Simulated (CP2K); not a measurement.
**SiH4 (silane): r2SCAN/cc-pVTZ**

What is the energy change on altering one bond length of SiH4 (silane) at r2SCAN/cc-pVTZ? 

The results are computed with CP2K 2026.2.

2 further runs of the same task are left out: 2 that didn't finish.

## 1. The structure to begin with

SiH4 has 5 atoms, charge 0, and is taken as a singlet. As SMILES, `[SiH4]`. The shape is that of a PBE0-D4/def2-TZVP optimisation.

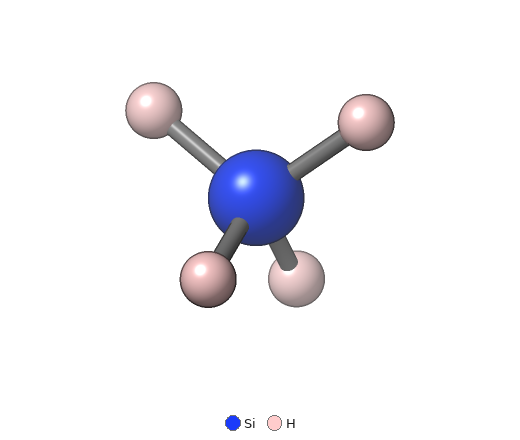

The structure, seen from a chosen angle (silicon blue, hydrogen pink).

## 2. The energy at r2SCAN/cc-pVTZ

Input file run.inp:

```
&FORCE_EVAL
    METHOD QS
    &DFT
        BASIS_SET_FILE_NAME ./cc_pvtz.basis
        POTENTIAL_FILE_NAME POTENTIAL
        &QS
            METHOD GAPW
            EPS_DEFAULT 1.0E-10
        &END QS
        # real-space grids
        &MGRID
            CUTOFF 280
            REL_CUTOFF 50
            NGRIDS 4
        &END MGRID
        &POISSON
            PERIODIC NONE
            POISSON_SOLVER MULTIPOLE
        &END POISSON
        &SCF
            SCF_GUESS ATOMIC
            EPS_SCF 1.0E-06
            MAX_SCF 50
            &OT
                MINIMIZER DIIS
                PRECONDITIONER FULL_ALL
            &END OT
            &OUTER_SCF
                EPS_SCF 1.0E-06
                MAX_SCF 10
            &END OUTER_SCF
        &END SCF
        # exchange and correlation
        &XC
            &XC_FUNCTIONAL
                &MGGA_X_R2SCAN
                &END MGGA_X_R2SCAN
                &MGGA_C_R2SCAN
                &END MGGA_C_R2SCAN
            &END XC_FUNCTIONAL
        &END XC
        # extra output
        &PRINT
            &MOMENTS
                PERIODIC F
                REFERENCE COM
                MAX_MOMENT 1
            &END MOMENTS
            &MO_CUBES
                NLUMO 5
                NHOMO -1
                WRITE_CUBE F
            &END MO_CUBES
            &LOWDIN ON
            &END LOWDIN
            &HIRSHFELD OFF
            &END HIRSHFELD
        &END PRINT
    &END DFT
    &SUBSYS
        # box in angstrom
        &CELL
            ABC 9.3 9.1 9.2
            PERIODIC NONE
        &END CELL
        &COORD
            Si     0.000000     0.000000    -0.000100
            H      0.967600    -0.688400     0.890900
            H     -1.331000     0.044900     0.656000
            H     -0.105100    -0.740300    -1.282600
            H      0.468500     1.383800    -0.264200
        &END COORD
        &TOPOLOGY
            &CENTER_COORDINATES
            &END CENTER_COORDINATES
        &END TOPOLOGY
        &KIND Si
            BASIS_SET cc-pVTZ
            POTENTIAL ALL
            LEBEDEV_GRID 194
            RADIAL_GRID 100
        &END KIND
        &KIND H
            BASIS_SET cc-pVTZ
            POTENTIAL ALL
            LEBEDEV_GRID 194
            RADIAL_GRID 100
        &END KIND
    &END SUBSYS
&END FORCE_EVAL

&GLOBAL
    PROJECT_NAME run
    RUN_TYPE ENERGY
    PRINT_LEVEL MEDIUM
&END GLOBAL
```

The run is started by

```console
$ OMP_NUM_THREADS=1 cp2k.psmp -i run.inp -o run.out
```

Standard output:

```text
CP2K| version string:                                       CP2K version 2026.2
[...]
 GLOBAL| Method name                                                        CP2K
[...]
 GLOBAL| Run type                                                         ENERGY
[...]
 DFT| Spin restricted Kohn-Sham (RKS) calculation                            RKS
 DFT| Multiplicity                                                             1
[...]
 DFT| Charge                                                                   0
[...]
 FUNCTIONAL| MGGA_X_R2SCAN:
[...]
 FUNCTIONAL| MGGA_C_R2SCAN:
[...]
 QS| Method:                                                                GAPW
[...]
 QS| Density cutoff [a.u.]:                                                140.0
[...]
 QS| Relative density cutoff [a.u.]:                                        25.0
[...]
                             - Atoms:                                          5
[...]
                             - Spherical basis functions:                     90
[...]
 Number of electrons:                                                         18
[...]
     1 OT DIIS     0.15E+00    1.2     0.36025609      -279.6141491204 -2.80E+02
[...]
    33 OT DIIS     0.15E+00    1.4     0.00000081      -291.8564102988 -8.96E-10
  *** SCF run converged in    33 steps ***
[...]
  Overlap energy of the core charge distribution:               0.00000012880157
  Self energy of the core charge distribution:               -131.30230308020512
  Core Hamiltonian energy:                                   -159.94556598947719
  Hartree energy:                                              30.79248666073061
  Exchange-correlation energy:                                 -5.62540464792738
[...]
                     Mulliken Population Analysis
 #  Atom  Element  Kind  Atomic population                           Net charge
       1     Si       1         13.852336                              0.147664
       2     H        2          1.037149                             -0.037149
       3     H        2          1.036848                             -0.036848
       4     H        2          1.036860                             -0.036860
       5     H        2          1.036806                             -0.036806
 # Total charge                             18.000000                 -0.000000
[...]
  Dipole moment [Debye]
    X= -0.1783808E-02 Y=  0.2454932E-02 Z= -0.2100088E-02  Total=      0.0036904
[...]
 WARNING : did not converge in ot_eigensolver
 number of iterations          299  exceeded maximum
 current gradient / target gradient   3.8898157679534034E-005  /    1.0000000000000001E-005
[...]
 HOMO - LUMO gap [eV] :    9.639777
 ENERGY| Total FORCE_EVAL ( QS ) energy [hartree]           -291.856410298773255
[...]
```

It took 47 s on 1 thread of Arm Neoverse V1, shared host; peak memory 0.52 GiB.

## 3. The distorted shape

Input file molecule.xyz:

```xyz
5

Si    -0.374786    -1.106999     0.211172
H      0.592814    -1.795399     1.102172
H     -1.705786    -1.062099     0.867272
H     -0.479886    -1.847299    -1.071328
H      0.468500     1.383800    -0.264200
```

Input file job.inp:

```
&GLOBAL
 PROJECT job
 RUN_TYPE ENERGY
 PRINT_LEVEL MEDIUM
&END GLOBAL

&FORCE_EVAL
 METHOD Quickstep
 &DFT
  BASIS_SET_FILE_NAME ./cc_pvtz.basis
  POTENTIAL_FILE_NAME POTENTIAL
  CHARGE 0
  MULTIPLICITY 1
  &QS
   METHOD GAPW
   EPS_DEFAULT 1.0E-10
  &END QS
  &MGRID
   CUTOFF 280
   REL_CUTOFF 50
   NGRIDS 4
  &END MGRID
  ! no periodic images
  &POISSON
   PERIODIC NONE
   POISSON_SOLVER MULTIPOLE
  &END POISSON
  ! SCF settings
  &SCF
   SCF_GUESS ATOMIC
   EPS_SCF 1.0E-07
   MAX_SCF 100
   ADDED_MOS 5
   &DIAGONALIZATION
    ALGORITHM STANDARD
   &END DIAGONALIZATION
   &MIXING
    METHOD PULAY_MIXING
    ALPHA 0.4
    NBUFFER 4
   &END MIXING
  &END SCF
  &XC
   &XC_FUNCTIONAL
    &MGGA_X_R2SCAN
    &END MGGA_X_R2SCAN
    &MGGA_C_R2SCAN
    &END MGGA_C_R2SCAN
   &END XC_FUNCTIONAL
  &END XC
  &PRINT
   &MOMENTS
    PERIODIC F
    REFERENCE COM
    MAX_MOMENT 1
   &END MOMENTS
   &MO ON
    ENERGIES T
    OCCUPATION_NUMBERS T
    NDIGITS 6
    &EACH
     QS_SCF 0
    &END EACH
    ADD_LAST NUMERIC
   &END MO
   &LOWDIN ON
   &END LOWDIN
   &HIRSHFELD OFF
   &END HIRSHFELD
   &MO_MOLDEN ON
    NDIGITS 8
   &END MO_MOLDEN
  &END PRINT
 &END DFT
 &SUBSYS
  ! vacuum box
  &CELL
   ABC [angstrom] 9.3 10.2 9.2
   PERIODIC NONE
  &END CELL
  &TOPOLOGY
   COORD_FILE_NAME molecule.xyz
   COORD_FILE_FORMAT XYZ
   &CENTER_COORDINATES
   &END CENTER_COORDINATES
  &END TOPOLOGY
  &KIND Si
   BASIS_SET cc-pVTZ
   POTENTIAL ALL
   LEBEDEV_GRID 194
   RADIAL_GRID 100
  &END KIND
  &KIND H
   BASIS_SET cc-pVTZ
   POTENTIAL ALL
   LEBEDEV_GRID 194
   RADIAL_GRID 100
  &END KIND
 &END SUBSYS
&END FORCE_EVAL
```

The run is started by

```console
$ OMP_NUM_THREADS=1 cp2k.psmp -i job.inp > job.out 2>&1
```

Standard output:

```text
CP2K| version string:                                       CP2K version 2026.2
[...]
 GLOBAL| Method name                                                        CP2K
[...]
 GLOBAL| Run type                                                         ENERGY
[...]
 DFT| Spin restricted Kohn-Sham (RKS) calculation                            RKS
 DFT| Multiplicity                                                             1
[...]
 DFT| Charge                                                                   0
[...]
 FUNCTIONAL| MGGA_X_R2SCAN:
[...]
 FUNCTIONAL| MGGA_C_R2SCAN:
[...]
 QS| Method:                                                                GAPW
[...]
 QS| Density cutoff [a.u.]:                                                140.0
[...]
 QS| Relative density cutoff [a.u.]:                                        25.0
[...]
                             - Atoms:                                          5
[...]
                             - Spherical basis functions:                     90
[...]
 Number of electrons:                                                         18
[...]
     1 NoMix/Diag. 0.40E+00    1.4     0.87635873      -291.6080332003 -2.92E+02
[...]
    24 Pulay/Diag. 0.40E+00    1.5     0.00000009      -291.7371973203  5.35E-08
  *** SCF run converged in    24 steps ***
[...]
  Overlap energy of the core charge distribution:               0.00000009663141
  Self energy of the core charge distribution:               -131.30230308020512
  Core Hamiltonian energy:                                   -160.19645012939517
  Hartree energy:                                              31.04567497228480
  Exchange-correlation energy:                                 -5.47774177432309
[...]
                     Mulliken Population Analysis
 #  Atom  Element  Kind  Atomic population                           Net charge
       1     Si       1         13.836259                              0.163741
       2     H        2          1.011086                             -0.011086
       3     H        2          1.010087                             -0.010087
       4     H        2          1.011097                             -0.011097
       5     H        2          1.131471                             -0.131471
 # Total charge                             18.000000                  0.000000
[...]
  Dipole moment [Debye]
    X= -0.5555580E+00 Y= -0.1614992E+01 Z=  0.3110790E+00  Total=      1.7359767
 ENERGY| Total FORCE_EVAL ( QS ) energy [hartree]           -291.737197320312305
[...]
```

It took 37 s on 1 thread of Arm Neoverse V1, shared host; peak memory 0.72 GiB.

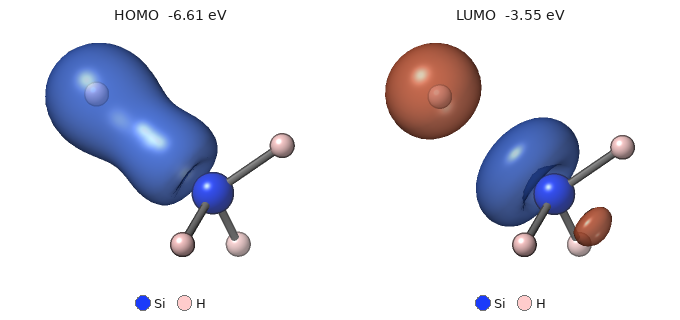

Frontier orbitals of this run, surfaces at ±0.2 Å^-3/2.

## 4. Results

Level: r2SCAN/cc-pVTZ.

| quantity | value |
| --- | --- |
| first shape: total energy | -291.85641 Eh |
| first shape: dipole moment | 0.00 D |
| first shape: HOMO energy | -8.86 eV |
| first shape: LUMO energy | 0.78 eV |
| first shape: HOMO–LUMO gap | 9.64 eV |
| distorted shape: total energy | -291.73720 Eh |
| distorted shape: dipole moment | 1.74 D |
| distorted shape: HOMO energy | -6.61 eV |
| distorted shape: LUMO energy | -3.55 eV |
| distorted shape: HOMO–LUMO gap | 3.05 eV |
| energy change with the Si1–H5 bond stretched from 1.485 to 2.672 Å | 3.244 eV |

What this shows: One bond (distorted shape) is far stretched, which a spin-restricted single reference describes badly; a broken-symmetry solution may lie lower. With the Si1–H5 bond stretched from 1.485 to 2.672 Å the energy rises by 3.24 eV (75 kcal/mol). The first shape isn't relaxed at this level, so the change isn't measured from a minimum. A restricted reference can't describe the breaking bond well at this length.
